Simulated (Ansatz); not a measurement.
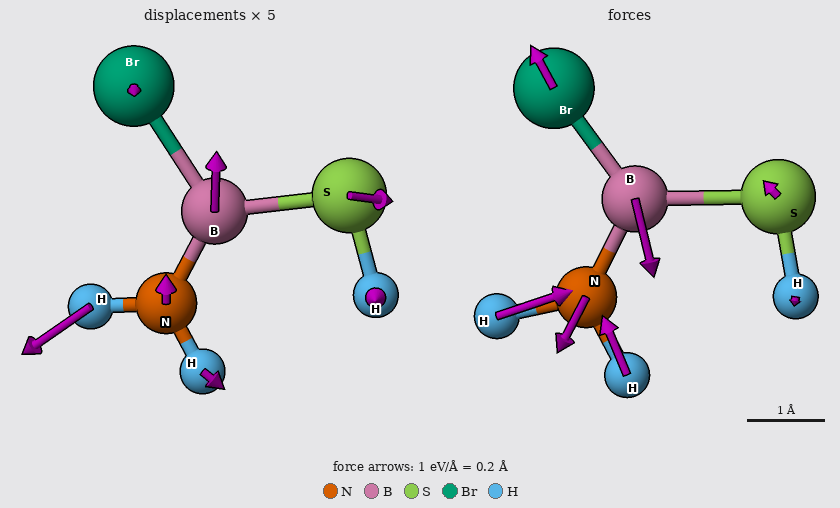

Left: BNH3SBr, with purple arrows for the displacements applied to it. Right: the displaced structure with the computed forces. Style: ball-and-stick. Shown at a tilt.

Level of theory: RKS PBE0-D4/def2-TZVPP in Ansatz. 

### Describe the distortion and the response.

All atoms are moved at random (σ = 0.09 Å) from the PBE0-D4/def2-TZVP minimum. Energy change: +39.7 kcal/mol. The largest forces, 5.5 eV/Å, act on B and H. The forces mostly point back along the displacements (cosine −0.79). At other levels of theory the same distortion costs 35.4 kcal/mol (RKS PBE-D4/def2-TZVPP), 38.5 kcal/mol (RKS r2SCAN-D4/def2-TZVPP), 39.6 kcal/mol (RKS wB97M-V/def2-TZVPP), 38.5 kcal/mol (RHF-CCSD(T), frozen core/def2-TZVPP). Near-neighbour distances before and after: H–N 1.005 → 1.148 to 1.242 Å, B–Br 1.937 → 1.785 Å, B–N 1.389 → 1.470 Å, B–S 1.808 → 1.876 Å. Among the angles between lasting bonds that change: H–N–H 114.6° → 103.9°, S–B–Br 115.5° → 125.3°.
